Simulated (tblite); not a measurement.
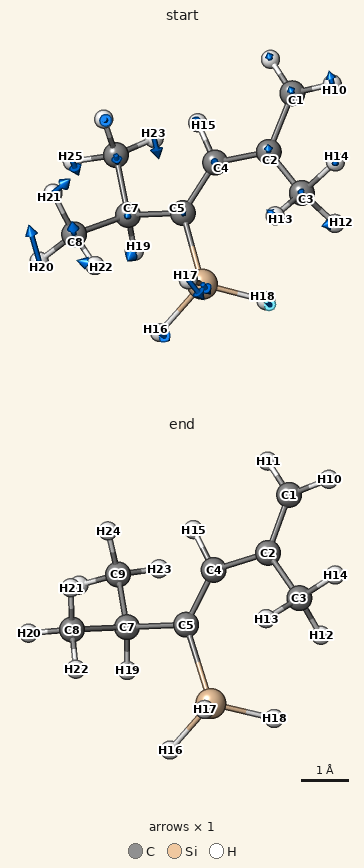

The structure of C₈H₁₆Si before (top) and after (bottom) a relaxation, at one scale. The blue arrows give the displacements, at their true length.

Style: ball-and-stick. Shown at a tilt.

Computed with GFN2-xTB geometry optimisation, gas phase in tblite 0.8.0. 

Q: What changed between the two?

A: After 123 geometry steps the energy has fallen by 22.9 kcal/mol. The largest move after the best rigid fit is that of an H atom, 0.86 Å. By element the largest moves are H 0.86 Å, Si 0.39 Å, C 0.37 Å. Some distances before and after: C–Si 1.834 → 1.891 Å, C–H 1.143 → 1.088 Å, C–C 1.299 → 1.341 Å, C–C 1.489 → 1.528 Å. Bond angles that change, for instance: C–C–C 130.8° → 121.6°, H–C–H 124.1° → 116.0°, H–C–H 115.4° → 108.2°. Groups turn about C–C by about 30°, C–C by about 25°. Cost: 2.2 s on 1 thread of Arm Neoverse N1 (shared host).
